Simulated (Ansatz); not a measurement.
**doublet [CHClF2]+ at 6 levels**

Aim: a comparison of 6 runs (UB3LYP/6-31G*, U-wB97X/6-311+G**, UBHLYP/6-311+G**, UPBE0/6-311+G**, UMP2/6-311+G**, UCCSD(T)/6-311+G**) of doublet [CHClF2]+. 

The calculation is run with Ansatz 0.2.0.

69 further runs of the same task are left out: 69 set aside as unsound or not needed.

### Step 1. The molecule

The species is [CHClF2]+ (5 atoms), meant as a doublet with charge +1. As SMILES of the parent species, `FC(F)Cl`. Geometry: relaxed at PBE0-D4/def2-TZVP. That shape belongs to the parent species and isn't relaxed for this state.

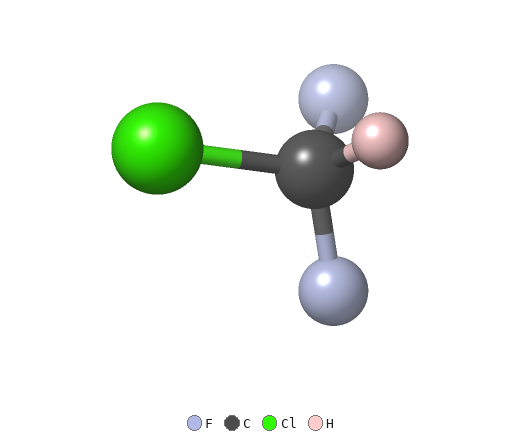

Viewed from a chosen angle; fluorine light blue, carbon dark grey, chlorine green, hydrogen pink.

### Step 2. A single-point energy at UB3LYP/6-31G(d) (spherical functions) (run 1)

Input file job.yaml:

```yaml
crystal:
  periodic: [false, false, false]
  atoms:
    - {symbol: F, position_ang: [0.038900, -0.568100, 1.222300]}
    - {symbol: C, position_ang: [0.109400, 0.023600, 0.028300]}
    - {symbol: F, position_ang: [0.844200, -0.745900, -0.776900]}
    - {symbol: Cl, position_ang: [-1.511000, 0.208900, -0.640800]}
    - {symbol: H, position_ang: [0.568600, 1.007800, 0.125800]}
basis:
  gaussian:
    orbitals: 6-31G_st_-spherical.json
hamiltonian:
  xc: {name: B3LYP}
total_charge: 1
accuracy: high
output:
  orbitals: {seedname: orbitals}
magnetization:
  spin_polarized: true
  initial_magnetization: 1
```

The basis set 6-31G* is read from a file made from the Basis Set Exchange's data (not shown).

The run is started by

```console
$ ansatz run job.yaml --threads 1 --pin off --max-ram 3480MiB --events-out events.jsonl --progress --plain --runs-dir runs
```

What it wrote:

```text
Warning: RAYON_NUM_THREADS=1 ignored (pool sized by the plan → 1); use --threads N
Functional definition: B3LYP
  name "B3LYP"
  parameter a0 = 0.2
  parameter ax = 0.72
  parameter ac = 0.81
  exchange = (1 - a0 - ax)*slater_x + ax*b88_x + a0*exact_x
  correlation = (1 - ac)*vwn_rpa_c + ac*lyp_c
1350 factors; integrals over basis functions are off by at most 3.8e-9 eV
mean field evaluation 1: about -18989.2595 eV, gradient 4.6e1 eV
mean field evaluation 2: about -18957.2968 eV, gradient 1.0e2 eV
mean field evaluation 4: about -18996.4321 eV, gradient 3.0e0 eV
mean field evaluation 8: about -18996.6223 eV, gradient 4.4e-1 eV
mean field evaluation 16: about -18996.6254 eV, gradient 2.4e-3 eV
mean field evaluation 32: about -18996.6257 eV, gradient 2.1e-3 eV
mean field evaluation 64: about -18996.6258 eV, gradient 1.7e-8 eV
mean field -18996.62582655 eV, -698.1131227503 hartree, gradient 1.4e-8 eV, S^2 0.752666; 4 other end points of the search recorded, 0 dependent functions left out
reference -18996.62585200 eV, -698.1131236856 hartree; 21, 20 occupied and 41, 42 virtual orbitals, 1350 factors
Total energy: -18996.62585200 eV, -698.1131236856 hartree
```

Run time: 42 s. Hardware: 1 thread of Arm Neoverse V1, shared host; peak memory 0.26 GiB.

### Step 3. A single-point energy at U-wB97X/6-311+G(d,p) (run 2)

Input file in.yaml:

```yaml
crystal:
  periodic: [false, false, false]
  atoms:
    - {symbol: F, position_ang: [0.038900, -0.568100, 1.222300]}
    - {symbol: C, position_ang: [0.109400, 0.023600, 0.028300]}
    - {symbol: F, position_ang: [0.844200, -0.745900, -0.776900]}
    - {symbol: Cl, position_ang: [-1.511000, 0.208900, -0.640800]}
    - {symbol: H, position_ang: [0.568600, 1.007800, 0.125800]}
basis:
  gaussian: {orbitals: 6-311+G_st__st_-spherical.json}
total_charge: 1
magnetization: {spin_polarized: true, initial_magnetization: 1}
hamiltonian: {xc: {name: wB97X}}
accuracy: high
output: {orbitals: {seedname: orbitals}}
```

The basis set 6-311+G** is read from a file made from the Basis Set Exchange's data (not shown).

The run is started by

```console
$ ansatz run in.yaml --threads 1 --pin off --max-ram 3480MiB --events-out events.jsonl --progress --plain --runs-dir runs
```

What it wrote (excerpt; [...] marks lines left out):

```text
Warning: RAYON_NUM_THREADS=1 ignored (pool sized by the plan → 1); use --threads N
Functional definition: wB97X
  name "wB97X"
[...]
      + exact_x_lr(omega)
[...]
      + integral(e_c_pw_opposite_spin*poly(b97_u_opposite, 1, cos1, cos2, cos3, cos4))
1863 factors; integrals over basis functions are off by at most 4.5e-9 eV
336 factors; integrals over basis functions are off by at most 2.4e-9 eV
[...]
mean field -18997.74950389 eV, -698.1544171309 hartree, gradient 2.9e-8 eV, S^2 0.753382; 4 other end points of the search recorded, 0 dependent functions left out
reference -18997.74949920 eV, -698.1544169586 hartree; 21, 20 occupied and 81, 82 virtual orbitals, 1863 factors
Total energy: -18997.74949920 eV, -698.1544169586 hartree
```

Run time: 2.1 min. Hardware: 1 thread of Arm Neoverse V1, shared host; peak memory 0.79 GiB.

### Step 4. The energy at UBHLYP/6-311+G(d,p) (run 3)

Input file job.yaml:

```yaml
basis:
  gaussian: {orbitals: 6-311+G_st__st_-spherical.json}
crystal:
  periodic: [false, false, false]
  atoms:
    - symbol: F
      position_ang: [0.038900, -0.568100, 1.222300]
    - symbol: C
      position_ang: [0.109400, 0.023600, 0.028300]
    - symbol: F
      position_ang: [0.844200, -0.745900, -0.776900]
    - symbol: Cl
      position_ang: [-1.511000, 0.208900, -0.640800]
    - symbol: H
      position_ang: [0.568600, 1.007800, 0.125800]
total_charge: 1
magnetization: {spin_polarized: true, initial_magnetization: 1}
hamiltonian: {xc: {name: BHLYP}}
accuracy: high
output: {orbitals: {seedname: orbitals}}
```

The basis set 6-311+G** is read from a file made from the Basis Set Exchange's data (not shown).

The run is started by

```console
$ ansatz run job.yaml --threads 1 --pin off --max-ram 3480MiB --events-out events.jsonl --progress --plain --runs-dir runs
```

What it wrote:

```text
Warning: RAYON_NUM_THREADS=1 ignored (pool sized by the plan → 1); use --threads N
Functional definition: BHLYP
  name "BHLYP"
  parameter a = 0.5
  exchange = (1 - a)*b88_x + a*exact_x
  correlation = lyp_c
1863 factors; integrals over basis functions are off by at most 4.5e-9 eV
mean field evaluation 1: about -18989.6482 eV, gradient 4.7e1 eV
mean field evaluation 2: about -18971.0319 eV, gradient 8.2e1 eV
mean field evaluation 4: about -18996.4926 eV, gradient 3.9e0 eV
mean field evaluation 8: about -18996.6040 eV, gradient 3.9e-1 eV
mean field evaluation 16: about -18996.6049 eV, gradient 2.6e-3 eV
mean field evaluation 32: about -18996.6049 eV, gradient 9.3e-8 eV
mean field -18996.60488284 eV, -698.1123530829 hartree, gradient 9.3e-8 eV, S^2 0.754059; 2 other end points of the search recorded, 0 dependent functions left out
reference -18996.60490944 eV, -698.1123540606 hartree; 21, 20 occupied and 81, 82 virtual orbitals, 1863 factors
Total energy: -18996.60490944 eV, -698.1123540606 hartree
```

Wall time 30 s (1 thread of Arm Neoverse V1, shared host); peak memory 0.44 GiB.

Runs 4 to 5 aren't shown in full; the table further down has their settings and results.

### Step 5. A single-point energy at UCCSD(T)/6-311+G(d,p) (run 6)

Input file input.yaml:

```yaml
crystal:
  periodic: [false, false, false]
  atoms:
    - {symbol: F, position_ang: [0.038900, -0.568100, 1.222300]}
    - {symbol: C, position_ang: [0.109400, 0.023600, 0.028300]}
    - {symbol: F, position_ang: [0.844200, -0.745900, -0.776900]}
    - {symbol: Cl, position_ang: [-1.511000, 0.208900, -0.640800]}
    - {symbol: H, position_ang: [0.568600, 1.007800, 0.125800]}
basis:
  gaussian: {orbitals: 6-311+G_st__st_-spherical.json}
correlation: {method: ccsd_t, frozen_orbitals: {C: 1, Cl: 5, F: 1, H: 0}}
magnetization: {spin_polarized: true, initial_magnetization: 1}
accuracy: high
total_charge: 1
scf: {omitted_lower_state_checks: [cluster_reference, increment]}
```

The basis set 6-311+G** is read from a file made from the Basis Set Exchange's data (not shown).

The run is started by

```console
$ ansatz run input.yaml --threads 1 --pin off --max-ram 3480MiB --events-out events.jsonl --progress --plain --runs-dir runs
```

What it wrote:

```text
Warning: RAYON_NUM_THREADS=1 ignored (pool sized by the plan → 1); use --threads N
[... 14 lines left out ...]
8 core orbitals not correlated: weight in the atoms' cores, before any rotation towards them, 1.000 or more for the frozen orbitals, at most 0.000 for the correlated occupied ones
[... 38 lines left out ...]
Total energy: -18971.24165077 eV, -697.1802714964 hartree
Checks for a lower state left out: cluster_reference, increment
```

It took 3.3 min on 1 thread of Arm Neoverse V1, shared host; peak memory 1.5 GiB.

### Step 6. The series

```tsv
run	level	frozen core orbitals	energy (Eh)	HOMO energy (eV)	LUMO energy (eV)	⟨S²⟩	wall time
1	UB3LYP/6-31G* (spherical functions)	–	-698.113124	-17.39	-15.40	0.753	42 s
2	U-wB97X/6-311+G**	–	-698.154417	-20.38	-12.99	0.753	2.1 min
3	UBHLYP/6-311+G**	–	-698.112354	-19.70	-14.04	0.754	30 s
4	UPBE0/6-311+G**	–	-697.828371	-17.99	-15.25	0.753	34 s
5	UMP2/6-311+G**	8	-697.137009	–	–	0.758	15 s
6	UCCSD(T)/6-311+G**	8	-697.180271	–	–	0.758	3.3 min
```

### Step 7. Outcome

| quantity | value |
| --- | --- |
| run 6: total energy | -697.18027 Eh |
| run 6: correlation energy (8 core orbitals frozen) | -710.4 mEh |
| run 6: (T) correction | -19.93 mEh |
| run 6: ⟨S²⟩ of the reference determinant | 0.758 |
| run 6: T1 diagnostic | 0.016 |

Totals of different functionals can't be ranked against each other. All runs together took 7.4 min, the longest 3.3 min.
